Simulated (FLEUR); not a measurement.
# Collinear magnetic orders of NdAl3Pd2 with FLEUR, part 2 of 2

Wanted: the moments of NdAl3Pd2 and the energy of each order that was tried.

FLEUR MaX-R8.1; LDA (VWN) with U = 4.02 eV, J = 0.7 eV on Nd f; all-electron FLAPW, Dirac cores, scalar-relativistic bands.

So far. Step 2 (Start 1: ferro +): After 41 cycles the largest moment stands at 3.27 μB.

## Step 3: Start 2: antiferro q=(0,1/2,1/2) +-

Reversing part of the moments tests the sign of the couplings between them.

The cell is doubled to 12 atoms to hold this order. The mesh is halved along the doubled vector, so that both cells sample the same points. The k list default-1 (kpts.xml, not shown) is a Γ-centred 6×3×6 mesh.

File inp.xml:

```
<?xml version="1.0" encoding="UTF-8" standalone="no"?>
<fleurInput fleurInputVersion="0.39">
   <comment>
      NdAl3Pd2
   </comment>
   <calculationSetup>
      <cutoffs Kmax="3.93" Gmax="11.8" GmaxXC="11.8" numbands="0"/>
      <scfLoop itmax="130" minDistance="0.0001" maxIterBroyd="15" imix="Anderson" alpha="0.05" precondParam="0.0" spinf="2.0" sdNocoIR="T"/>
      <coreElectrons ctail="T" frcor="F" kcrel="0" coretail_lmax="0"/>
      <xcFunctional name="vwn" relativisticCorrections="F"/>
      <magnetism jspins="2"/>
      <soc l_soc="F" theta="0.0" phi="0.0" spav="F"/>
      <expertModes spex="0" secvar="F"/>
      <geometryOptimization l_f="F" forcealpha="1.0" forcemix="BFGS" epsdisp="0.00001" epsforce="0.00001"/>
      <ldaU l_linMix="F" mixParam="0.05" spinf="1.0"/>
   </calculationSetup>
   <cell>
      <bzIntegration valenceElectrons="110.0" mode="hist" fermiSmearingEnergy="0.00293995">
         <kPointListSelection listName="default-1"/>
         <xi:include xmlns:xi="http://www.w3.org/2001/XInclude" href="kpts.xml"> </xi:include>
      </bzIntegration>
      <xi:include xmlns:xi="http://www.w3.org/2001/XInclude" href="sym.xml"> </xi:include>
      <bulkLattice scale="1.0">
         <bravaisMatrix>
            <row-1>   10.3177089786399776    -0.0000000000566918     0.0000000000000000</row-1>
            <row-2>  -10.3177089785265927    17.8707961685721664     0.0000000000000000</row-2>
            <row-3>   -5.1588544892632964     8.9353980842955316     7.9424688617460193</row-3>
         </bravaisMatrix>
      </bulkLattice>
   </cell>
   <atomSpecies>
      <species name="Neodymium 3.001" element="Nd" atomicNumber="60">
         <mtSphere radius="2.8" gridPoints="925" logIncrement="0.014"/>
         <atomicCutoffs lmax="10" lnonsphr="8"/>
         <electronConfig flipSpins="F">
            <coreConfig>(1s1/2) (2s1/2) (2p1/2) (2p3/2) (3s1/2) (3p1/2) (3p3/2) (4s1/2) (3d3/2) (3d5/2) (4p1/2) (4p3/2) (4d3/2) (4d5/2)</coreConfig>
            <valenceConfig>(5s1/2) (5p1/2) (5p3/2) (6s1/2) (4f5/2) (4f7/2)</valenceConfig>
            <stateOccupation state="(4f5/2)" spinUp="1.2147857142857" spinDown="0.4995"/>
            <stateOccupation state="(4f7/2)" spinUp="2.2857142857143" spinDown="0.0"/>
         </electronConfig>
         <energyParameters s="6" p="6" d="5" f="4"/>
         <ldaU l="3" U="4.02" J="0.7" l_amf="F"/>
         <lo type="SCLO" l="0" n="5" eDeriv="0"/>
         <lo type="SCLO" l="1" n="5" eDeriv="0"/>
      </species>
      <species name="Neodymium -3.001" element="Nd" atomicNumber="60">
         <mtSphere radius="2.8" gridPoints="925" logIncrement="0.014"/>
         <atomicCutoffs lmax="10" lnonsphr="8"/>
         <electronConfig flipSpins="F">
            <coreConfig>(1s1/2) (2s1/2) (2p1/2) (2p3/2) (3s1/2) (3p1/2) (3p3/2) (4s1/2) (3d3/2) (3d5/2) (4p1/2) (4p3/2) (4d3/2) (4d5/2)</coreConfig>
            <valenceConfig>(5s1/2) (5p1/2) (5p3/2) (6s1/2) (4f5/2) (4f7/2)</valenceConfig>
            <stateOccupation state="(4f5/2)" spinUp="0.4995" spinDown="1.2147857142857"/>
            <stateOccupation state="(4f7/2)" spinUp="0.0" spinDown="2.2857142857143"/>
         </electronConfig>
         <energyParameters s="6" p="6" d="5" f="4"/>
         <ldaU l="3" U="4.02" J="0.7" l_amf="F"/>
         <lo type="SCLO" l="0" n="5" eDeriv="0"/>
         <lo type="SCLO" l="1" n="5" eDeriv="0"/>
      </species>
      <species name="Aluminum (Al)" element="Al" atomicNumber="13">
         <mtSphere radius="1.91" gridPoints="631" logIncrement="0.018"/>
         <atomicCutoffs lmax="8" lnonsphr="6"/>
         <electronConfig flipSpins="F">
            <coreConfig>(1s1/2) (2s1/2) (2p1/2) (2p3/2)</coreConfig>
            <valenceConfig>(3s1/2) (3p1/2) (3p3/2)</valenceConfig>
            <stateOccupation state="(3p1/2)" spinUp="0.166667" spinDown="0.166667"/>
            <stateOccupation state="(3p3/2)" spinUp="0.333333" spinDown="0.333333"/>
         </electronConfig>
         <energyParameters s="3" p="3" d="3" f="4"/>
      </species>
      <species name="Palladium (Pd)" element="Pd" atomicNumber="46">
         <mtSphere radius="2.8" gridPoints="925" logIncrement="0.014"/>
         <atomicCutoffs lmax="10" lnonsphr="8"/>
         <electronConfig flipSpins="F">
            <coreConfig>(1s1/2) (2s1/2) (2p1/2) (2p3/2) (3s1/2) (3p1/2) (3p3/2) (4s1/2) (3d3/2) (3d5/2)</coreConfig>
            <valenceConfig>(4p1/2) (4p3/2) (5s1/2) (4d3/2) (4d5/2)</valenceConfig>
            <stateOccupation state="(5s1/2)" spinUp="0.500000" spinDown="0.500000"/>
            <stateOccupation state="(4d3/2)" spinUp="1.800000" spinDown="1.800000"/>
            <stateOccupation state="(4d5/2)" spinUp="2.700000" spinDown="2.700000"/>
         </electronConfig>
         <energyParameters s="5" p="5" d="4" f="4"/>
         <lo type="SCLO" l="1" n="4" eDeriv="0"/>
      </species>
   </atomSpecies>
   <atomGroups>
      <atomGroup species="Neodymium 3.001">
         <relPos label="                   1">.0000000000 .0000000000 .0000000000</relPos>
         <force calculate="T" relaxXYZ="TTT"/>
      </atomGroup>
      <atomGroup species="Neodymium -3.001">
         <relPos label="                   2">.0000000000 1.000/2.000 .0000000000</relPos>
         <force calculate="T" relaxXYZ="TTT"/>
      </atomGroup>
      <atomGroup species="Aluminum (Al)">
         <relPos label="                   3">.0000000000 .0000000000 1.000/2.000</relPos>
         <relPos label="                   4">.0000000000 1.000/2.000 1.000/2.000</relPos>
         <force calculate="T" relaxXYZ="TTT"/>
      </atomGroup>
      <atomGroup species="Aluminum (Al)">
         <relPos label="                   5">1.000/2.000 .0000000000 1.000/2.000</relPos>
         <relPos label="                   6">1.000/2.000 1.000/2.000 1.000/2.000</relPos>
         <force calculate="T" relaxXYZ="TTT"/>
      </atomGroup>
      <atomGroup species="Aluminum (Al)">
         <relPos label="                   7">1.000/2.000 -1.000/4.000 1.000/2.000</relPos>
         <relPos label="                   8">1.000/2.000 1.000/4.000 1.000/2.000</relPos>
         <force calculate="T" relaxXYZ="TTT"/>
      </atomGroup>
      <atomGroup species="Palladium (Pd)">
         <relPos label="                   9">1.000/3.000 1.000/3.000 .0000000000</relPos>
         <relPos label="                  12">-1.000/3.000 -1.000/3.000 .0000000000</relPos>
         <force calculate="T" relaxXYZ="TTT"/>
      </atomGroup>
      <atomGroup species="Palladium (Pd)">
         <relPos label="                  10">1.000/3.000 -1.000/6.000 .0000000000</relPos>
         <relPos label="                  11">-1.000/3.000 1.000/6.000 .0000000000</relPos>
         <force calculate="T" relaxXYZ="TTT"/>
      </atomGroup>
   </atomGroups>
   <output dos="F" band="F" slice="F">
      <bandDOS minEnergy="-.5*Htr" maxEnergy="0.5*Htr" sigma="0.015" storeEVData="T"/>
      <plotting iplot="0" polar="F">
         <plot TwoD="T" vec1="  1.0  0.0  0.0" vec2="  0.0  1.0  0.0" vec3="  0.0  0.0  1.0" zero="  0.0  0.0  0.0" file="plot"/>
      </plotting>
      <moessbauerParams electricFieldGradient="F" isomerShift="F" coreHyperfine="F" valenceHyperfine="F"/>
   </output>
</fleurInput>
```

File crystal.txt:

```
NdAl3Pd2
&input film=F cartesian=F /
5.45989646030  -0.00000000003  0.00000000000
-5.45989646024  9.45681807323  0.00000000000
-2.72994823012  4.72840903662  4.20297352000
1.8897261246
1.0 1.0 1.0

12
60 0.00000000000  0.00000000000  0.00000000000 : 3.001
60 0.00000000000  0.50000000000  0.00000000000 : -3.001
13 0.00000000000  0.00000000000  0.50000000000
13 0.00000000000  0.50000000000  0.50000000000
13 0.50000000000  0.00000000000  0.50000000000
13 0.50000000000  0.50000000000  0.50000000000
13 0.50000000000  0.75000000000  0.50000000000
13 0.50000000000  0.25000000000  0.50000000000
46 0.33333333500  0.33333333500  0.00000000000
46 0.33333333500  0.83333333500  0.00000000000
46 0.66666666500  0.16666666500  0.00000000000
46 0.66666666500  0.66666666500  0.00000000000

&kpt div1=6 div2=3 div3=6 gamma=T /
```

Started as:

```bash
> OMP_NUM_THREADS=1 inpgen -f crystal.txt > inpgen.log  # inp.xml is then edited as shown
> OMP_NUM_THREADS=1 mpirun -n 4 fleur_MPI > fleur.log
```

The log of the run:

```text
[banner, memory and clock lines left out]
Welcome to FLEUR        (www.flapw.de)
      MaX-Release 8.1          (www.max-centre.eu)

 ========== k-point set info ==========
 Selected k-point list: default-1
 k-point list type: mesh
 6 x 3 x 6
 Number of k points: 40

 ------------Calculation Setup---------------------------
 Number of PE/node        :            4
 Number of OMP-threads    :            1
 k-points in parallel     :            4
 pe's per k-point         :            1
 No of k-point loops      :           10
 Eigenvalue solver        :       lapack
 Number of basis functions:         1585
 Approximate size of matrices (H+S) per k-point:         0.037 GB
 Iteration:     1   Distance:      42.90288379 me/bohr^3
 Iteration:     2   Distance:      22.92557834 me/bohr^3
 Iteration:     3   Distance:      21.50069570 me/bohr^3
 Iteration:     4   Distance:      15.15561375 me/bohr^3
 Iteration:     5   Distance:      13.25278858 me/bohr^3
 Iteration:     6   Distance:      17.46837671 me/bohr^3
 Iteration:     7   Distance:       1.87713860 me/bohr^3
 Iteration:     8   Distance:       1.80712247 me/bohr^3
 Iteration:     9   Distance:       1.27577658 me/bohr^3
 Iteration:    10   Distance:       0.82822290 me/bohr^3
[... 25 iterations left out ...]
 Iteration:    36   Distance:       0.00070152 me/bohr^3
 Iteration:    37   Distance:       0.00026097 me/bohr^3
 Iteration:    38   Distance:       0.00025530 me/bohr^3
 Iteration:    39   Distance:       0.00028642 me/bohr^3
 Iteration:    40   Distance:       0.00045670 me/bohr^3
 Iteration:    41   Distance:       0.00038637 me/bohr^3
 Iteration:    42   Distance:       0.00027360 me/bohr^3
 Iteration:    43   Distance:       0.00022699 me/bohr^3
 Iteration:    44   Distance:       0.00019641 me/bohr^3
 Iteration:    45   Distance:       0.00009540 me/bohr^3

 ********************************************************************
 Run finished successfully
 Stop message:
   all done
 ********************************************************************

--- out.xml (last complete iteration) ---
<iteration numberForCurrentRun="   45" overallNumber="   45">
         [... left out ...]
         <bandgap value="0.0248947753" units="eV"/>
         <sumValenceSingleParticleEnergies value="-31.6618313867" units="Htr"/>
         <FermiEnergy value="0.3241659891" units="Htr"/>
         <valenceDensity>
            <mtCharges spin="1">
               <mtCharge atomType="1" total="7.4423110" s="1.0517205" p="2.9240645" d="0.4302484" f="3.0333245"/>
               <mtCharge atomType="2" total="4.3682239" s="1.0470458" p="2.9082473" d="0.3606576" f="0.0493618"/>
               <mtCharge atomType="3" total="0.3938359" s="0.1888821" p="0.1808737" d="0.0220454" f="0.0017684"/>
               <mtCharge atomType="4" total="0.3938359" s="0.1888821" p="0.1808737" d="0.0220454" f="0.0017684"/>
               <mtCharge atomType="5" total="0.3936149" s="0.1888463" p="0.1805776" d="0.0221527" f="0.0017724"/>
               <mtCharge atomType="6" total="7.9746329" s="0.3140229" p="3.3087219" d="4.3305145" f="0.0178739"/>
               <mtCharge atomType="7" total="7.9757335" s="0.3143092" p="3.3109925" d="4.3287030" f="0.0181367"/>
            </mtCharges>
            <mtCharges spin="2">
               <mtCharge atomType="1" total="4.3682237" s="1.0470458" p="2.9082473" d="0.3606575" f="0.0493618"/>
               <mtCharge atomType="2" total="7.4423116" s="1.0517205" p="2.9240645" d="0.4302486" f="3.0333249"/>
               <mtCharge atomType="3" total="0.3938359" s="0.1888821" p="0.1808737" d="0.0220454" f="0.0017684"/>
               <mtCharge atomType="4" total="0.3938359" s="0.1888821" p="0.1808737" d="0.0220454" f="0.0017684"/>
               <mtCharge atomType="5" total="0.3936149" s="0.1888463" p="0.1805776" d="0.0221527" f="0.0017724"/>
               <mtCharge atomType="6" total="7.9757331" s="0.3143092" p="3.3109924" d="4.3287027" f="0.0181367"/>
               <mtCharge atomType="7" total="7.9746333" s="0.3140229" p="3.3087219" d="4.3305148" f="0.0178739"/>
            </mtCharges>
            <spinDependentCharge spin="1" total="54.9999999" interstitial="8.9261588" mtSpheres="46.0738411"/>
            <spinDependentCharge spin="2" total="55.0000001" interstitial="8.9261588" mtSpheres="46.0738413"/>
            <totalCharge value="110.0000000000"/>
         </valenceDensity>
         [... left out ...]
         <magneticMomentsInMTSpheres units="muBohr">
            <globalMagMoment atomType="1" vec="0.00000   0.00000   3.07409"/>
            <localMagMoment atomType="1" vec="0.00000   0.00000   3.07409"/>
            <globalMagMoment atomType="2" vec="0.00000   0.00000  -3.07409"/>
            <localMagMoment atomType="2" vec="0.00000   0.00000  -3.07409"/>
            <globalMagMoment atomType="3" vec="0.00000   0.00000   0.00000"/>
            <localMagMoment atomType="3" vec="0.00000   0.00000   0.00000"/>
            <globalMagMoment atomType="4" vec="0.00000   0.00000   0.00000"/>
            <localMagMoment atomType="4" vec="0.00000   0.00000   0.00000"/>
            <globalMagMoment atomType="5" vec="0.00000   0.00000   0.00000"/>
            <localMagMoment atomType="5" vec="0.00000   0.00000   0.00000"/>
            <globalMagMoment atomType="6" vec="0.00000   0.00000  -0.00110"/>
            <localMagMoment atomType="6" vec="0.00000   0.00000  -0.00110"/>
            <globalMagMoment atomType="7" vec="0.00000   0.00000   0.00110"/>
            <localMagMoment atomType="7" vec="0.00000   0.00000   0.00110"/>
         </magneticMomentsInMTSpheres>
         [... left out ...]
         <totalEnergy value="   -40867.7487692419" units="Htr">
            <sumOfEigenvalues value="   -24691.0335149042">
               <coreElectrons value="-24659.3716835175"/>
               <valenceElectrons value="-31.6618313867"/>
            </sumOfEigenvalues>
            <densityCoulombPotentialIntegral value="-66499.9611895306"/>
            <densityEffectivePotentialIntegral value="-67953.6935286508"/>
            <chargeDenXCDenIntegral value="-1096.6010689561"/>
            <FockExchangeEnergyValence value="0.0000000000"/>
            <FockExchangeEnergyCore value="0.0000000000"/>
         [... left out ...]
            <dftUCorrection value="-0.4159948687"/>
            <tkbTimesEntropy value="0.0041316581"/>
            <freeEnergy value="-40867.7529009000"/>
            <extrapolationTo0K value="-40867.7508350709"/>
         </totalEnergy>
         <ldaUDensityMatrix>
            <densityMatrixFor spin="1" atomType="1" uIndex="1" l="3" U="4.02000000" J="0.70000000">
               (+0.37793,+0.00000) (+0.00000,+0.00000) (+0.00308,+0.00000) (+0.00000,+0.00000) (-0.46049,+0.00000) (+0.00000,+0.00000) (+0.00815,+0.00000)
               (+0.00000,+0.00000) (+0.49632,+0.00000) (+0.00000,+0.00000) (-0.00146,+0.00000) (+0.00000,+0.00000) (+0.48922,+0.00000) (+0.00000,+0.00000)
               (+0.00308,+0.00000) (+0.00000,+0.00000) (+0.63614,+0.00000) (+0.00000,+0.00000) (-0.00099,+0.00000) (+0.00000,+0.00000) (-0.46049,+0.00000)
               (+0.00000,+0.00000) (-0.00146,+0.00000) (+0.00000,+0.00000) (+0.01256,+0.00000) (+0.00000,+0.00000) (-0.00146,+0.00000) (+0.00000,+0.00000)
               (-0.46049,+0.00000) (+0.00000,+0.00000) (-0.00099,+0.00000) (+0.00000,+0.00000) (+0.63614,+0.00000) (+0.00000,+0.00000) (+0.00308,+0.00000)
[... rest left out ...]
```

Run time: 45 min. Hardware: 4 MPI ranks of Intel Xeon Platinum 8259CL at 2.50GHz (Skylake/Cascade Lake), shared host; peak memory 1.2 GiB.

Spin moment in the muffin-tin sphere by atom:

| atom | spin moment in the muffin-tin sphere (μB) |
| --- | --- |
| Nd1 | 3.07 |
| Nd2 | -3.07 |
| Al3 | 0.00 |
| Al4 | 0.00 |
| Al5 | 0.00 |
| Al6 | 0.00 |
| Al7 | 0.00 |
| Al8 | 0.00 |
| Pd9 | 0.00 |
| Pd10 | 0.00 |
| Pd11 | 0.00 |
| Pd12 | 0.00 |

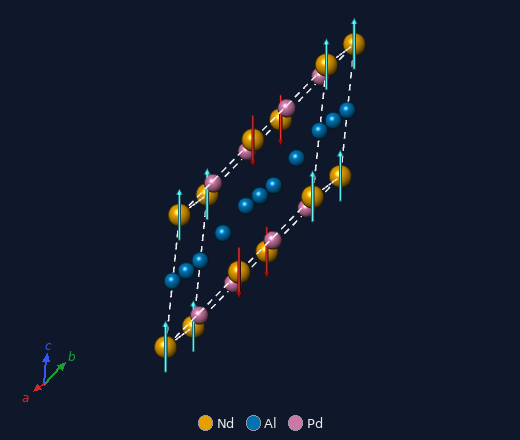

Spin moment in the muffin-tin sphere as arrows, the longest 3.07 μB. Up and down stand for the sign. Arrows give size and sign along the axis of quantisation, drawn up and down the page. The two directions have two colours. Some periodic images of atoms are drawn too.

This step gave:

| Quantity | Value |
| --- | --- |
| free energy | -1112068.2092 eV |
| program's band gap on this mesh (in a metal only a level spacing) | 0.02489 eV |
| magnetization | 0 μB |
| final state | antiferromagnetic |

It lies 1575 meV a seeded atom under the first start (under a U so large a difference can come mostly from another filling of the orbitals), and its largest moment is 3.07 μB against 3.27 μB.

## Step 4: The states side by side

Free energies are divided by the number of seeded atoms, so that cells of unlike size compare. Wavevectors q in the names are fractions of the primitive cell's reciprocal vectors.

Orders:

```
                     start        final state  typed order kept  energy over the lowest (meV a seeded atom)  largest sphere moment (μB)  net moment (μB a primitive cell)  mesh matched  CPU time (s)
                   ferro +      ferromagnetic               yes                                        1575                       3.268                             3.374           yes          1333
antiferro q=(0,1/2,1/2) +-  antiferromagnetic               yes                                           0                       3.074                                 0           yes         10799
```

Eigenvalues of the occupation matrices of the first corrected atom:

```
  start                       majority spin                       minority spin
ferro +  0.98 0.97 0.61 0.61 0.01 0.01 0.01  0.01 0.01 0.00 0.00 0.00 0.00 0.00
```

## Step 5: What came out

| Item | Value |
| --- | --- |
| moments, largest by run | 3.27, 3.07 μB |
| spread of the energies | 1575 meV a seeded atom |

In words: No order can be named lowest. Under a U these runs seem to end in unlike orbital states: the occupations of the corrected shell differ between them, or their energies lie too far apart for exchange. The differences are then no exchange energies. Open f shells have many stationary orbital fillings, so the state need not be the lowest, and spin-only moments miss the orbital part. Core electrons leak out of the spheres (0.059 e), which costs some accuracy.

[Logs and program files are shortened in this print: banners, set-up blocks, solver, clock and traceback lines can be left out without a mark of their own.]

[Logs are printed without paths, hosts, clocks, repeated set-up lines and the standing remarks that a program may print on its own settings, such as how far it seeks lower states.]

[Hosts, paths, dates, database ids (printed as entryN), source tags and the programs' standing remarks are cut or masked in the printed files.]

[Where a cell is said to come from a database of computed structures, the database is the Materials Project.]
